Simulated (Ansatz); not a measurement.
```yaml
atoms:
  - { symbol: O, position_ang: [-0.2084, 0.5269, 1.9114] }
  - { symbol: Mo, position_ang: [-0.1529, 0.3106, 0.2770] }
  - { symbol: O, position_ang: [1.2974, -0.7710, -0.2925] }
  - { symbol: O, position_ang: [-1.1313, -1.2481, 0.1052] }
  - { symbol: F, position_ang: [1.0557, 1.6613, -0.1908] }
  - { symbol: Cl, position_ang: [-1.7479, 1.5791, -0.7374] }
  - { symbol: H, position_ang: [2.1007, -0.2721, -0.4780] }
  - { symbol: H, position_ang: [-1.1212, -1.8439, -0.6509] }
```

Geometry: PBE0-D4/def2-TZVP; core potentials replace the inner electrons of Mo.

Theory: Ansatz 0.2.0, RKS PBE0-D4/def2-TZVPP.

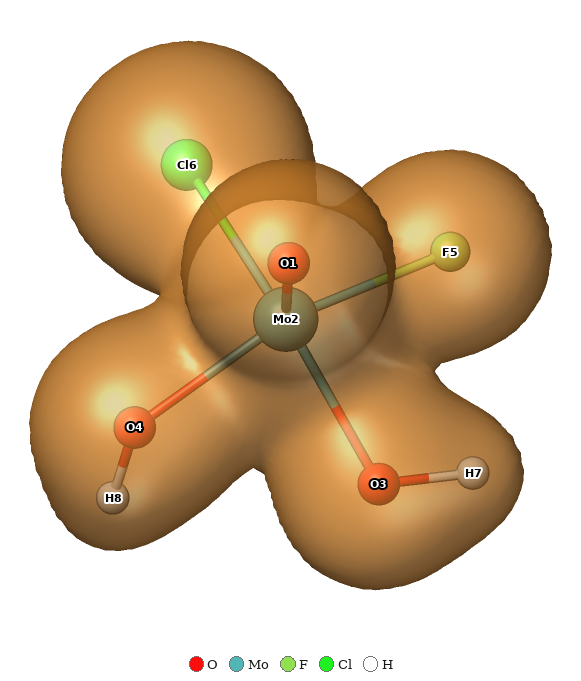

ClFH2MoO3 (SMILES [O]=[Mo]([OH])([OH])([F])[Cl]). Isosurface of the electron density at 0.2 e/Å³ (orange), seen across its widest extent.

> Which contacts does the surface bridge?

At this value the surface is in one piece. It bridges the sampled Mo–O (1.65 Å), Mo–F (1.87 Å), Mo–Cl (2.28 Å) and O–H (0.96 Å) contacts, where the density stays above the isovalue. On the grid the lowest density along these lines, outside the cores, is 2.1 e/Å³ (Mo–O, 1.65 Å), 1 e/Å³ (Mo–F, 1.87 Å), 0.73 e/Å³ (Mo–Cl, 2.28 Å) and 2.4 e/Å³ (O–H, 0.96 Å).
